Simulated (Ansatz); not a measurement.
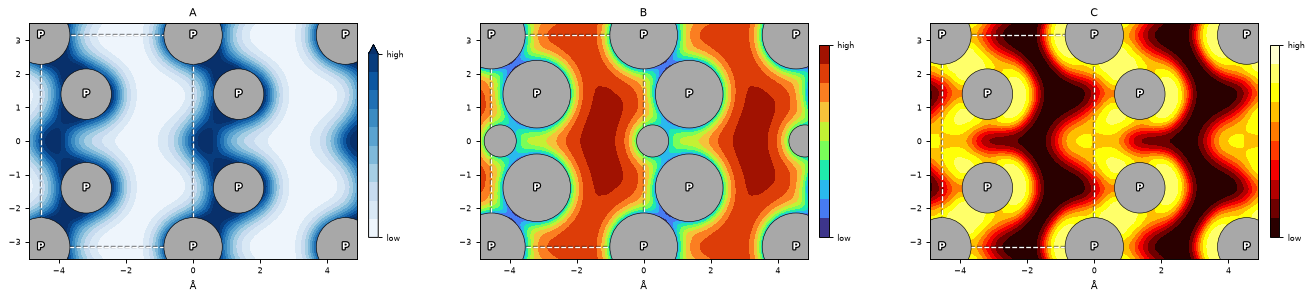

P3C: 3 fields on the (001) plane of the conventional cell, with unlabelled colour scales. Grey discs cover the atomic cores.

Space group P2/m; a generated structure, not necessarily the stable one; changed on purpose from its base cell (volume × 1.06, shape and atoms relaxed).

These are results of Ansatz, DFT PBE, scalar-relativistic, plane waves, PAW, not measurements.

### Which field does each panel show? The fields are: electron localisation function, electrostatic potential energy of an electron and valence pseudo-density.

Panel A: valence pseudo-density. Panel B: electrostatic potential energy of an electron (low next to the atoms, rising into the space between them). Panel C: electron localisation function. From the grid: P–P (2.22 Å): ρ is about 0.76 e/Å³ halfway; the ELF peaks at about 0.90 between the atoms (localised, covalent bonding).
